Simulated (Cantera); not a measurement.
Charge: 1 mol SiCl4, 5.9 mol HCl, 2.5 mol H2, equilibrated at 2200000 Pa.

These are equilibrium values from Cantera (NASA tables, ideal gas, pure condensed phases), not measurements of a reactor. Candidate condensed phases: Si; 19 gas species. The tables' values for SiCl3 are old estimates; treat these amounts as uncertain. Equilibrium is a limit: real reactors are often held back by kinetics, nucleation or transport.

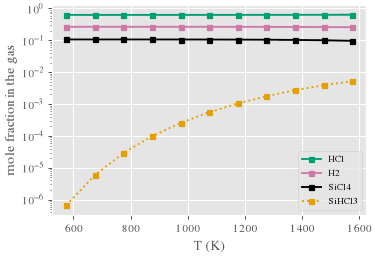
*Equilibrium gas composition (values under 1e-9 drawn at 1e-9)*

From 575 K to 1575 K nothing is condensed. The main Si-bearing gas is SiCl4 throughout.
